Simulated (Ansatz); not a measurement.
**Single-point calculation of CH$_{6}$InN**

The run: single-point calculation of CH$_{6}$InN. Method and program: RKS PBE0-D4/def2-TZVPP (Ansatz 0.2.0).

The geometry is the product side of a reaction. The geometry comes from this level: PBE0-D4/def2-TZVP.

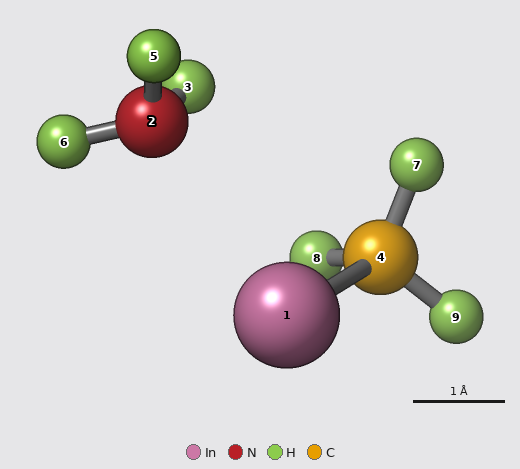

**Figure 1.** The structure as given in the input (ball-and-stick view, seen at a tilt; atoms are numbered from 1 in the order of the input). Sticks mark near contacts. Bond lengths as drawn: C–H 1.09 to 1.10 Å, C–In 2.26 Å and H–N 1.01 Å.

Results in brief

```csv
quantity,value
outcome,converged
total energy,−7797.0216 eV
mean-field energy,−7796.8863 eV
dispersion energy,−0.1354 eV
SCF solution under orbital rotations,stable
HOMO,−4.74 eV
LUMO,−0.93 eV
hardware,"4 threads of Arm Neoverse V1, 23 GiB of memory available, shared host"
wall time,1.8 s (CPU time 6.5 s)
peak memory,0.41 GiB
```

Input file
```yaml
crystal:
  periodic: [false, false, false]
  atoms:
    - {symbol: In, position_ang: [-1.079303, -1.027251, -1.134203]}
    - {symbol: N, position_ang: [-0.179718, -0.869502, 1.371981]}
    - {symbol: H, position_ang: [0.423035, -0.054896, 1.396165]}
    - {symbol: C, position_ang: [0.177943, 0.843620, -1.320079]}
    - {symbol: H, position_ang: [0.363259, -1.674998, 1.659377]}
    - {symbol: H, position_ang: [-0.915221, -0.739690, 2.056498]}
    - {symbol: H, position_ang: [1.226933, 0.632950, -1.074089]}
    - {symbol: H, position_ang: [-0.174430, 1.619518, -0.627959]}
    - {symbol: H, position_ang: [0.157602, 1.270250, -2.327691]}
basis:
  gaussian: {orbitals: def2-TZVPP}
hamiltonian: {xc: pbe0, dispersion: d4}
output: {orbitals: {seedname: orbitals}}
```

Command:
```bash
ansatz run in.yaml --threads 4 --pin off --events-out ev --progress --plain --max-ram 9574MiB
```

The program's output
```
Functional definition: PBE0
  name "PBE0"
  cite "Adamo & Barone, J. Chem. Phys. 110, 6158 (1999) doi:10.1063/1.478522"
  cite "Perdew, Burke & Ernzerhof, Phys. Rev. Lett. 77, 3865 (1996) doi:10.1103/PhysRevLett.77.3865"
  parent pbe
  parameter a = 0.25
  parameter kappa = 0.804
  parameter beta = 0.06672455060314922
  exchange = (1 - a)*pbe_x(kappa = kappa, mu = beta*pi^2/3) + a*exact_x
  correlation = pbe_c(beta = beta)
1170 factors; their error is unknown
mean field evaluation 1: about -7783.7203 eV, gradient 7.8e1 eV
mean field evaluation 2: about -7763.8607 eV, gradient 1.1e2 eV
mean field evaluation 4: about -7796.7981 eV, gradient 4.9e0 eV
mean field evaluation 8: about -7796.8366 eV, gradient 1.1e-1 eV
mean field evaluation 16: about -7796.8863 eV, gradient 1.1e-4 eV
mean field -7796.88625534 eV, -286.5302849646 hartree, gradient 2.6e-5 eV, S^2 0.000000; 0 other end points of the search recorded, 0 dependent functions left out
reference -7796.88628918 eV, -286.5302862079 hartree; 20, 20 occupied and 176, 176 virtual orbitals, 1170 factors
Total energy: -7797.02164122 eV, -286.5352603036 hartree
```

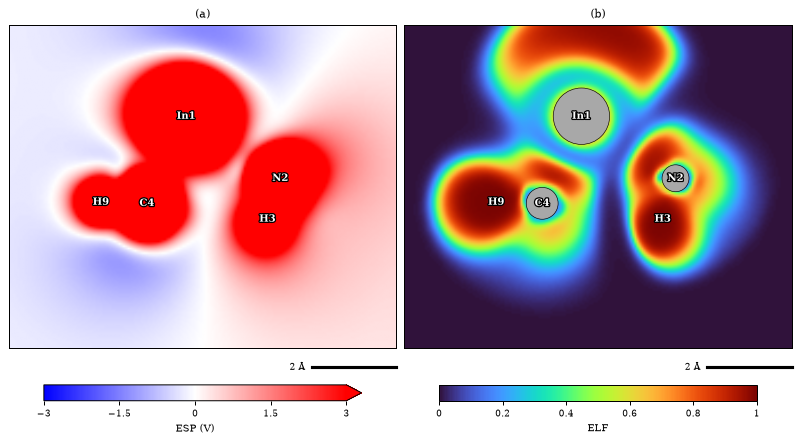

**Figure 2.** (a) molecular electrostatic potential; (b) ELF on the plane of atoms In1, C4 and H9. Grey discs, where drawn, cover atomic cores. In1···N2 (2.67 Å): the ELF is only about 0.10 between them. C–In (2.26 Å): the ELF peaks at about 0.90 in the valence shell of C, 0.7 Å from its nucleus, and drops to about 0.20 between the two atoms. N–H (1.01 Å): the ELF climbs to about 1 towards the hydrogen, as it does in any bond to H (a covalent bond by its length).

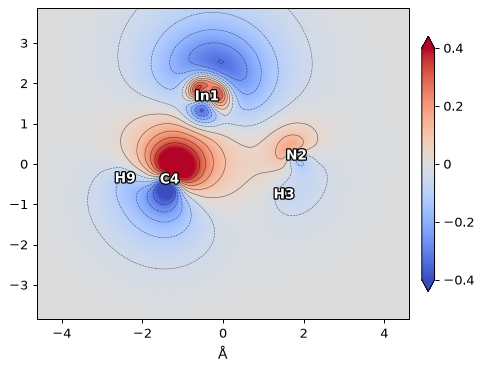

**Figure 3.** One frontier orbital on the plane of atoms In1, C4 and H9 (values in Å⁻³ᐟ²; the overall sign is arbitrary). The HOMO, at −4.74 eV. By Hirshfeld shares it lies mainly on In1 (60 %) and C4 (30 %).

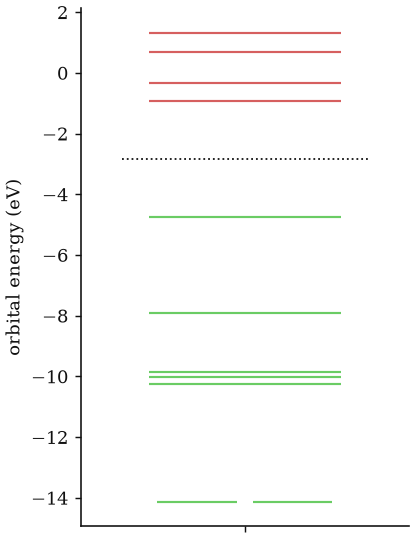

**Figure 4.** Orbital energies near the frontier; the dotted line parts filled from empty levels, and levels within 0.02 eV of each other stand side by side. Highest filled −4.74 eV, lowest empty −0.93 eV, 3.81 eV apart.
